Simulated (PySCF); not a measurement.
Run report: C₆H₁₂OS, NMR shielding calculation

The run: NMR shielding calculation of C₆H₁₂OS, SMILES CO[C@@H]1CCCSC1. Method and program: GIAO PBE0/pcSseg-1 NMR shielding, non-relativistic, gas phase (PySCF 2.14.0).

The geometry comes from this level: GFN2-xTB. Figures and captions count atoms from 1; the log counts them from 0 in places.

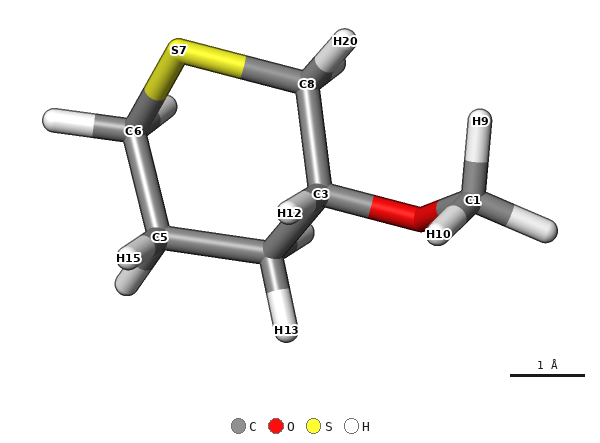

Fig. 1: The structure as given in the input (stick view, seen at a tilt; atoms are numbered from 1 in the order of the input). Bond lengths as drawn: C–C 1.52 to 1.53 Å, C–H 1.09 to 1.10 Å, C–O 1.40 to 1.42 Å and C–S 1.81 to 1.82 Å.

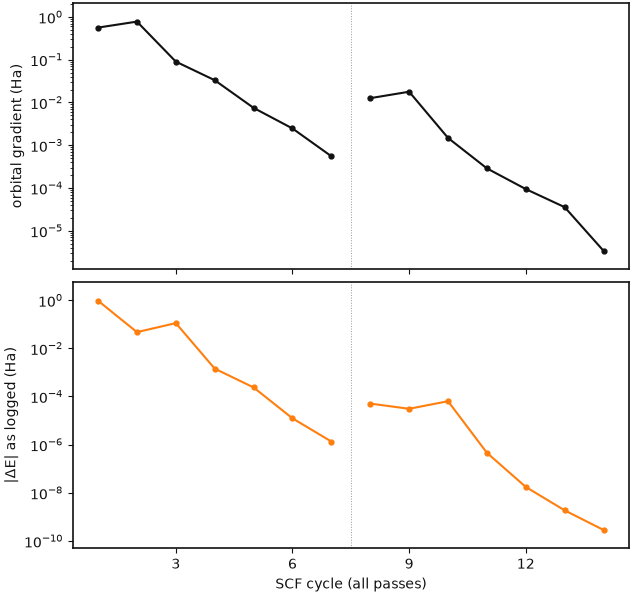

Fig. 2: Convergence of the self-consistent field: orbital gradient and size of the energy change against the SCF cycle. The dotted line marks the change from a coarse to the final integration grid. The first 7 cycles use a coarse grid, the final grid takes over at cycle 8, and the field converges after 14 cycles in all.

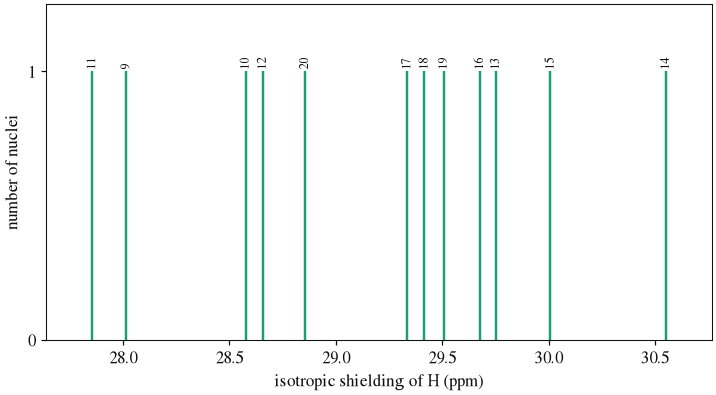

Fig. 3: Isotropic shieldings of the hydrogen nuclei in this fixed geometry, labelled by atom number; shielding grows to the right, so chemical shift grows to the left. The least shielded is H11 (27.9 ppm), the most shielded H14 (30.6 ppm).

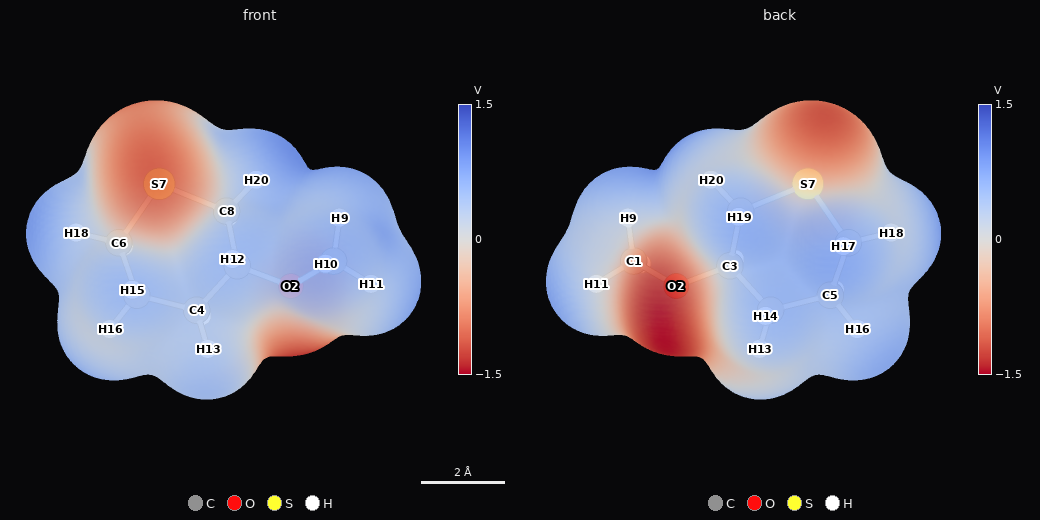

Fig. 4: The molecular electrostatic potential painted on the density surface at 0.002 e/bohr³, seen at a tilt and from behind; the colour scale runs from red (negative) to blue (positive). Its dipole moment is 0.86 D.

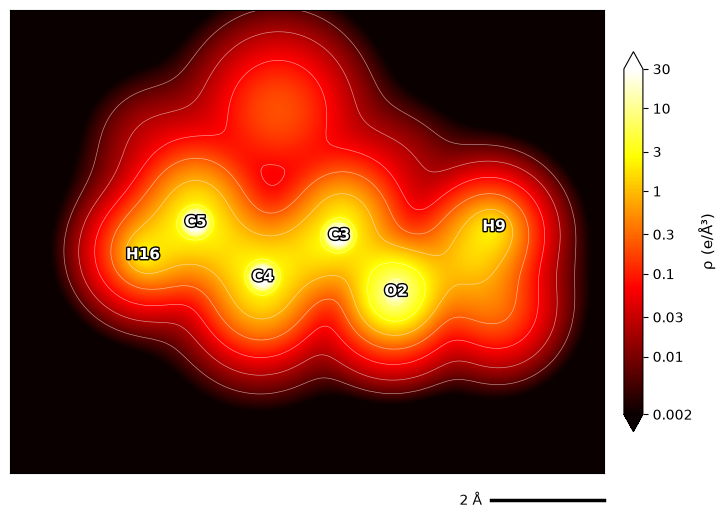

Fig. 5: Electron density on the plane of atoms C3, C4 and C5. The section cuts through O, C and H sites. C–O (1.42 Å): ρ at the midpoint is about 2 e/Å³, with its minimum of 1.8 e/Å³ about 0.5 Å from C. C–C (1.53 Å): ρ is about 1.7 e/Å³ halfway. C–H (1.09 Å): ρ at the midpoint is about 2 e/Å³.

The input and output of the run follow.

## Input file
```
{"job": {"xc": "PBE0", "basis": "pcSseg-1", "kind": "nmr", "pop": true}, "charge": 0, "multiplicity": 1}
C     -2.947422    -0.089684    -0.266010
O     -1.714328    -0.186555    -0.931820
C     -0.579846     0.128776    -0.146534
C      0.551620     0.471444    -1.118723
C      1.818079     0.926459    -0.398357
C      2.380127    -0.161853     0.500727
S      1.207539    -0.581511     1.826588
C     -0.184274    -1.039039     0.758930
H     -3.054811    -0.843546     0.521700
H     -3.081110     0.904995     0.176768
H     -3.712623    -0.254575    -1.022090
H     -0.797601     1.005533     0.486601
H      0.198690     1.258696    -1.786209
H      0.758895    -0.410903    -1.727680
H      1.599307     1.810497     0.204906
H      2.574505     1.200398    -1.137998
H      2.588360    -1.074022    -0.060606
H      3.288461     0.166608     1.003311
H      0.097819    -1.908188     0.162398
H     -0.996537    -1.312851     1.430723
```

The first line tells a small driver script what to run in PySCF; the rest is the geometry in Å.

Launch command:
```bash
OMP_NUM_THREADS=1 python <driver script> task.json out
```

## Output
```
coarse grid: 16672 points
cycle   1  E = -708.5801447196  dE =  9.484e-01  |g| = 5.621e-01  |ddm| = 3.929e+00
cycle   2  E = -708.5330448397  dE =  4.710e-02  |g| = 7.753e-01  |ddm| = 1.279e+00
cycle   3  E = -708.6444449926  dE = -1.114e-01  |g| = 8.996e-02  |ddm| = 8.210e-01
cycle   4  E = -708.6458783720  dE = -1.433e-03  |g| = 3.310e-02  |ddm| = 1.098e-01
cycle   5  E = -708.6461156608  dE = -2.373e-04  |g| = 7.464e-03  |ddm| = 3.460e-02
cycle   6  E = -708.6461280107  dE = -1.235e-05  |g| = 2.466e-03  |ddm| = 1.135e-02
cycle   7  E = -708.6461293518  dE = -1.341e-06  |g| = 5.527e-04  |ddm| = 3.258e-03
final grid: 154672 points
cycle   8  E = -708.7099179144  dE = -5.066e-05  |g| = 1.260e-02  |ddm| = 3.559e-02
cycle   9  E = -708.7098871208  dE =  3.079e-05  |g| = 1.782e-02  |ddm| = 2.195e-02
cycle  10  E = -708.7099507668  dE = -6.365e-05  |g| = 1.483e-03  |ddm| = 1.395e-02
cycle  11  E = -708.7099512238  dE = -4.570e-07  |g| = 2.879e-04  |ddm| = 1.716e-03
cycle  12  E = -708.7099512413  dE = -1.744e-08  |g| = 9.451e-05  |ddm| = 4.518e-04
cycle  13  E = -708.7099512431  dE = -1.857e-09  |g| = 3.570e-05  |ddm| = 1.341e-04
cycle  14  E = -708.7099512434  dE = -2.842e-10  |g| = 3.400e-06  |ddm| = 2.868e-05
converged SCF energy = -708.7099512434

GIAO shielding tensors (ppm)
atom      isotropic    diamagn.    paramagn.     s11        s22        s33       span
  0 C      128.751     243.404    -114.652     92.020    110.719    183.515     91.495
  1 O      281.049     396.817    -115.768    240.442    267.753    334.953     94.511
  2 C      102.718     246.086    -143.368     72.892     86.378    148.883     75.990
  3 C      148.370     246.098     -97.728    141.059    145.481    158.570     17.510
  4 C      153.692     247.427     -93.735    142.934    152.287    165.856     22.922
  5 C      151.133     250.237     -99.104    144.300    150.530    158.570     14.270
  6 S      512.839    1055.593    -542.754    400.710    454.093    683.715    283.005
  7 C      150.255     250.599    -100.344    134.497    155.036    161.232     26.734
  8 H       28.015      29.336      -1.321     23.332     26.399     34.314     10.982
  9 H       28.576      28.994      -0.418     24.798     26.026     34.904     10.107
 10 H       27.855      27.641       0.213     23.624     25.255     34.685     11.062
 11 H       28.656      32.775      -4.118     25.620     29.458     30.891      5.271
 12 H       29.752      31.071      -1.319     24.923     28.787     35.544     10.621
 13 H       30.550      31.681      -1.131     27.308     29.400     34.943      7.635
 14 H       30.009      30.220      -0.211     26.792     28.001     35.233      8.441
 15 H       29.676      28.941       0.735     24.043     27.563     37.422     13.379
 16 H       29.335      30.033      -0.698     24.375     27.783     35.848     11.472
 17 H       29.416      29.119       0.298     24.097     27.092     37.061     12.965
 18 H       29.507      31.388      -1.881     24.847     28.851     34.823      9.976
 19 H       28.855      31.467      -2.612     22.770     28.619     35.176     12.406
```

## Key numbers

| quantity | value |
| --- | --- |
| outcome | converged |
| total energy | −708.709951 hartree |
| HOMO | −6.32 eV |
| LUMO | 1.09 eV |
| dipole moment | 0.86 D |
| isotropic shielding, C | 102.7 to 153.7 ppm |
| isotropic shielding, O | 281.0 ppm |
| isotropic shielding, S | 512.8 ppm |
| isotropic shielding, H | 27.9 to 30.6 ppm |
| hardware | 1 CPU thread, shared host |
| wall time | 43 s |
| peak memory | 0.94 GiB |
